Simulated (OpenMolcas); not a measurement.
# Run report: S₂, relativistic diatomic calculation (part 2 of 2)

Continued. System: S₂. Method: SA-CASSCF(8,6)/XMS-CASPT2 + RASSI spin-orbit (X2C scalar, AMFI), ANO-RCC-VTZP (OpenMolcas).

## Log (extracts), continued
```
++ Dipole transition strengths (spin-free states):
     for osc. strength at least  1.00000000E-05
      From   To        Osc. strength     Einstein coefficients Ax, Ay, Az (sec-1)    Total A (sec-1)
         1    4       1.80773536E-05  0.00000000E+00  0.00000000E+00  9.79342624E+03  9.79342624E+03
         1   12       5.06354749E-04  4.03526529E+05  2.31234002E+03  0.00000000E+00  4.05838869E+05
         1   13       5.06354759E-04  2.31234015E+03  4.03526553E+05  0.00000000E+00  4.05838893E+05
         1    5       1.59433633E-01  0.00000000E+00  0.00000000E+00  1.42430348E+08  1.42430348E+08
         6   10       1.14629871E-01  0.00000000E+00  0.00000000E+00  1.32596461E+08  1.32596461E+08
         6   11       1.90190753E-02  0.00000000E+00  0.00000000E+00  2.22148384E+07  2.22148384E+07
         7   10       1.89078150E-02  0.00000000E+00  0.00000000E+00  2.18272489E+07  2.18272489E+07
         7   11       1.15072490E-01  0.00000000E+00  0.00000000E+00  1.34138377E+08  1.34138377E+08
         2   14       9.62852459E-04  4.45898205E+03  4.89441042E+04  0.00000000E+00  5.34030863E+04
         2   15       9.62852570E-04  4.89441159E+04  4.45898457E+03  0.00000000E+00  5.34031005E+04
         3   14       9.53592932E-04  4.75455825E+04  4.33157223E+03  0.00000000E+00  5.18771547E+04
         3   15       9.53592939E-04  4.33157332E+03  4.75455896E+04  0.00000000E+00  5.18771629E+04
         4   14       7.93768398E-04  3.36351763E+04  8.73265919E+01  0.00000000E+00  3.37225029E+04
         4   15       7.93768507E-04  8.73268232E+01  3.36351865E+04  0.00000000E+00  3.37225133E+04
 Electric-quadrupole - electric-quadrupole not included
 Electric-dipole - electric-octupole not included
 Electric-dipole - magnetic-quadrupole not included
   Eigenvalues of complex Hamiltonian:
  (Shifted by EMIN (a.u.) =       -797.5861735648)
 SO State       Relative EMIN(au)   Rel lowest level(eV)    D:o, cm**(-1)      Omega
     1            -0.0000936749        0.0000000000              0.0000         0.0
     2            -0.0000105419        0.0022621647             18.2456         1.0
     3            -0.0000105419        0.0022621647             18.2456         1.0
     4             0.0199117465        0.5443752484           4390.6825         2.0
     5             0.0201030985        0.5495822016           4432.6794         2.0
     6             0.0375874665        1.0253560923           8270.0546         0.0
     7             0.1144491615        3.1168693626          25139.2468         0.0
     8             0.1232197988        3.3555305628          27064.1792         3.0
     9             0.1232197988        3.3555305628          27064.1792         3.0
    10             0.1246656268        3.3948735476          27381.5018         2.0
    11             0.1250651833        3.4057460334          27469.1943         2.0
    12             0.1265111754        3.4450934831          27786.5529         1.0
    13             0.1265111754        3.4450934831          27786.5529         1.0
    14             0.1298502778        3.5359550883          28519.4011         1.0
    15             0.1298502778        3.5359550883          28519.4011         1.0
    16             0.1300227915        3.5406494232          28557.2635         0.0
    17             0.1570494077        4.2760811178          34488.9201         0.0
    18             0.1570656304        4.2765225580          34492.4806         0.0
    19             0.1579026523        4.2992990858          34676.1857         1.0
    20             0.1579026554        4.2992991695          34676.1864         1.0
    21             0.1588139004        4.3240954090          34876.1815         2.0
    22             0.1588139363        4.3240963853          34876.1894         2.0
    23             0.1653168528        4.5010497583          36303.4146         2.0
    24             0.1653168674        4.5010501559          36303.4178         2.0
    25             0.1662183490        4.5255807192          36501.2701         1.0
    26             0.1662183521        4.5255808041          36501.2708         1.0
    27             0.1667521272        4.5401055636          36618.4209         1.0
    28             0.1667521272        4.5401055637          36618.4209         1.0
    29             0.1667621681        4.5403787929          36620.6246         0.0
    30             0.1671211051        4.5501459652          36699.4022         0.0
    31             0.1671412343        4.5506937074          36703.8200         0.0
    32             0.1841733621        5.0141615175          40441.9400         1.0
    33             0.1841733627        5.0141615341          40441.9402         1.0
    34             0.2096661933        5.7078567917          46036.9697         2.0
    35             0.2105901667        5.7329993904          46239.7585         2.0
    36             0.2320090048        6.3158356660          50940.6501         3.0
    37             0.2320090048        6.3158356660          50940.6501         3.0
    38             0.2323876589        6.3261393696          51023.7550         2.0
    39             0.2323876589        6.3261393696          51023.7550         2.0
    40             0.2327670068        6.3364619524          51107.0123         1.0
    41             0.2327670239        6.3364624167          51107.0160         1.0
    42             0.2331447020        6.3467395621          51189.9068         0.0
    43             0.2331494813        6.3468696124          51190.9557         0.0
    44             0.2335278794        6.3571663510          51274.0045         1.0
    45             0.2335278794        6.3571663510          51274.0045         1.0
 Weights of the five most important spin-orbit-free states for each spin-orbit state.
 SO State  Total energy (au)           Spin-free states, spin, and weights
    1        -0.000094       1 1.0  0.9978    8 0.0  0.0021   14 1.0  0.0000   15 1.0  0.0000   18 2.0  0.0000
    2        -0.000011       1 1.0  0.9999   14 1.0  0.0000   15 1.0  0.0000   18 2.0  0.0000   19 2.0  0.0000
    3        -0.000011       1 1.0  0.9999   14 1.0  0.0000   15 1.0  0.0000   18 2.0  0.0000   19 2.0  0.0000
    4         0.019912       6 0.0  0.9999   14 1.0  0.0000   15 1.0  0.0000   19 2.0  0.0000   18 2.0  0.0000
    5         0.020103       7 0.0  0.9999   14 1.0  0.0000   15 1.0  0.0000   18 2.0  0.0000   19 2.0  0.0000
    6         0.037587       8 0.0  0.9978    1 1.0  0.0021   14 1.0  0.0000   15 1.0  0.0000   18 2.0  0.0000
    7         0.114449       9 0.0  0.9889    4 1.0  0.0111   12 1.0  0.0000   13 1.0  0.0000    5 1.0  0.0000
    8         0.123220       2 1.0  0.5607    3 1.0  0.4393   17 0.0  0.0000   16 0.0  0.0000   13 1.0  0.0000
    9         0.123220       2 1.0  0.5607    3 1.0  0.4393   16 0.0  0.0000   17 0.0  0.0000   12 1.0  0.0000
   10         0.124666       2 1.0  1.0000   11 0.0  0.0000   10 0.0  0.0000   12 1.0  0.0000   13 1.0  0.0000
   11         0.125065       3 1.0  1.0000   10 0.0  0.0000   11 0.0  0.0000   12 1.0  0.0000   13 1.0  0.0000
   12         0.126511       3 1.0  0.5607    2 1.0  0.4393   16 0.0  0.0000   12 1.0  0.0000   13 1.0  0.0000
   13         0.126511       3 1.0  0.5607    2 1.0  0.4393   17 0.0  0.0000   13 1.0  0.0000   12 1.0  0.0000
   14         0.129850       4 1.0  1.0000    5 1.0  0.0000   12 1.0  0.0000   13 1.0  0.0000   16 0.0  0.0000
   15         0.129850       4 1.0  1.0000    5 1.0  0.0000   12 1.0  0.0000   13 1.0  0.0000   16 0.0  0.0000
   16         0.130023       4 1.0  0.9889    9 0.0  0.0111   12 1.0  0.0000   13 1.0  0.0000    5 1.0  0.0000
   17         0.157049      12 1.0  0.4992   13 1.0  0.4992    5 1.0  0.0016    4 1.0  0.0000    9 0.0  0.0000
   18         0.157066      12 1.0  0.5000   13 1.0  0.5000    9 0.0  0.0000    4 1.0  0.0000    5 1.0  0.0000
   19         0.157903      12 1.0  0.9979   16 0.0  0.0010    5 1.0  0.0009   17 0.0  0.0002    4 1.0  0.0000
   20         0.157903      13 1.0  0.9979   17 0.0  0.0010    5 1.0  0.0009   16 0.0  0.0002    4 1.0  0.0000
   21         0.158814      13 1.0  0.5000   12 1.0  0.5000   10 0.0  0.0000    3 1.0  0.0000    2 1.0  0.0000
   22         0.158814      13 1.0  0.5000   12 1.0  0.5000   11 0.0  0.0000    2 1.0  0.0000    3 1.0  0.0000
   23         0.165317      14 1.0  0.5000   15 1.0  0.5000    6 0.0  0.0001   19 2.0  0.0000   18 2.0  0.0000
   24         0.165317      14 1.0  0.5000   15 1.0  0.5000    7 0.0  0.0001   19 2.0  0.0000   18 2.0  0.0000
   25         0.166218      14 1.0  1.0000    1 1.0  0.0000   19 2.0  0.0000   18 2.0  0.0000   15 1.0  0.0000
   26         0.166218      15 1.0  1.0000    1 1.0  0.0000   18 2.0  0.0000   19 2.0  0.0000   14 1.0  0.0000
   27         0.166752       5 1.0  0.9989   12 1.0  0.0009   16 0.0  0.0002   17 0.0  0.0000    4 1.0  0.0000
   28         0.166752       5 1.0  0.9989   13 1.0  0.0009   17 0.0  0.0002   16 0.0  0.0000    4 1.0  0.0000
   29         0.166762       5 1.0  0.9984   13 1.0  0.0008   12 1.0  0.0008    9 0.0  0.0000    4 1.0  0.0000
   30         0.167121      15 1.0  0.5000   14 1.0  0.5000   18 2.0  0.0000   19 2.0  0.0000    6 0.0  0.0000
   31         0.167141      15 1.0  0.4999   14 1.0  0.4999    8 0.0  0.0001    1 1.0  0.0001   18 2.0  0.0000
   32         0.184173      16 0.0  0.9987   12 1.0  0.0010    5 1.0  0.0002   13 1.0  0.0002   17 0.0  0.0000
   33         0.184173      17 0.0  0.9987   13 1.0  0.0010    5 1.0  0.0002   12 1.0  0.0002   16 0.0  0.0000
   34         0.209666      10 0.0  1.0000   13 1.0  0.0000   12 1.0  0.0000    3 1.0  0.0000    2 1.0  0.0000
   35         0.210590      11 0.0  1.0000   13 1.0  0.0000   12 1.0  0.0000    2 1.0  0.0000    3 1.0  0.0000
   36         0.232009      18 2.0  0.5000   19 2.0  0.5000    1 1.0  0.0000   15 1.0  0.0000   14 1.0  0.0000
   37         0.232009      18 2.0  0.5000   19 2.0  0.5000    1 1.0  0.0000   15 1.0  0.0000   14 1.0  0.0000
   38         0.232388      18 2.0  0.5000   19 2.0  0.5000   15 1.0  0.0000   14 1.0  0.0000    7 0.0  0.0000
   39         0.232388      18 2.0  0.5000   19 2.0  0.5000   15 1.0  0.0000   14 1.0  0.0000    7 0.0  0.0000
   40         0.232767      18 2.0  1.0000    1 1.0  0.0000   19 2.0  0.0000   15 1.0  0.0000   14 1.0  0.0000
   41         0.232767      19 2.0  1.0000    1 1.0  0.0000   18 2.0  0.0000   14 1.0  0.0000   15 1.0  0.0000
   42         0.233145      19 2.0  0.5000   18 2.0  0.5000   14 1.0  0.0000   15 1.0  0.0000    7 0.0  0.0000
   43         0.233149      19 2.0  0.5000   18 2.0  0.5000    1 1.0  0.0000   14 1.0  0.0000   15 1.0  0.0000
   44         0.233528      19 2.0  0.5000   18 2.0  0.5000    1 1.0  0.0000   15 1.0  0.0000   14 1.0  0.0000
   45         0.233528      19 2.0  0.5000   18 2.0  0.5000    1 1.0  0.0000   15 1.0  0.0000   14 1.0  0.0000
++ Dipole transition strengths (SO states):
        for osc. strength at least   1.00000000E-05
      From   To        Osc. strength     Einstein coefficients Ax, Ay, Az (sec-1)    Total A (sec-1)
         1   16       1.80488360E-05  0.00000000E+00  0.00000000E+00  9.81803562E+03  9.81803562E+03
         1   17       2.49398917E-04  0.00000000E+00  0.00000000E+00  1.97877303E+05  1.97877303E+05
         1   19       5.03980061E-04  4.01922339E+05  2.29805487E+03  0.00000000E+00  4.04220394E+05
         1   20       5.03980070E-04  2.29805501E+03  4.01922362E+05  0.00000000E+00  4.04220417E+05
         1   29       1.58927135E-01  0.00000000E+00  0.00000000E+00  1.42164701E+08  1.42164701E+08
         2   15       1.93725959E-05  0.00000000E+00  0.00000000E+00  1.04967531E+04  1.04967531E+04
         2   17       2.50987225E-04  9.94635972E+04  9.94632534E+04  0.00000000E+00  1.98926851E+05
         2   18       2.51760768E-04  9.97907572E+04  9.97904095E+04  0.00000000E+00  1.99581167E+05
         2   19       7.16350091E-05  0.00000000E+00  0.00000000E+00  5.73948652E+04  5.73948652E+04
         2   20       7.16350596E-05  0.00000000E+00  0.00000000E+00  5.73949079E+04  5.73949079E+04
         2   21       2.54571742E-04  1.03163249E+05  1.03163605E+05  0.00000000E+00  2.06326853E+05
         2   22       2.54572147E-04  1.03163458E+05  1.0
```

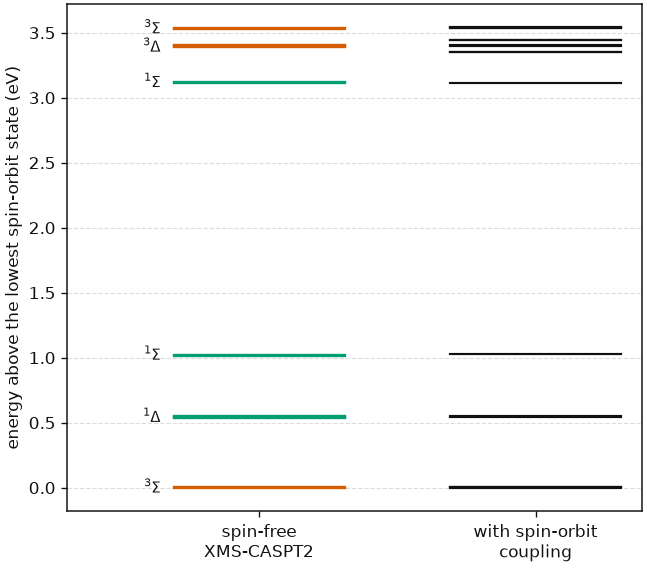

*States up to 3.7 eV at 1.921 Å, without spin-orbit coupling (left, a colour for each spin multiplicity) and with it (right, where close levels merge).*

The spin-free states run ³Σ (0.00 eV), ¹Δ (0.54 eV), ¹Σ (1.02 eV), ¹Σ (3.12 eV), ³Δ (3.39 eV), ³Σ (3.53 eV) from the lowest. The lowest spin-orbit levels have |Ω| = 0 (0 cm⁻¹), 1 (18 cm⁻¹), 2 (4,391 cm⁻¹), 2 (4,433 cm⁻¹), 0 (8,270 cm⁻¹).

Outcome of the run: converged; components of a degenerate state are split by 203 cm⁻¹.
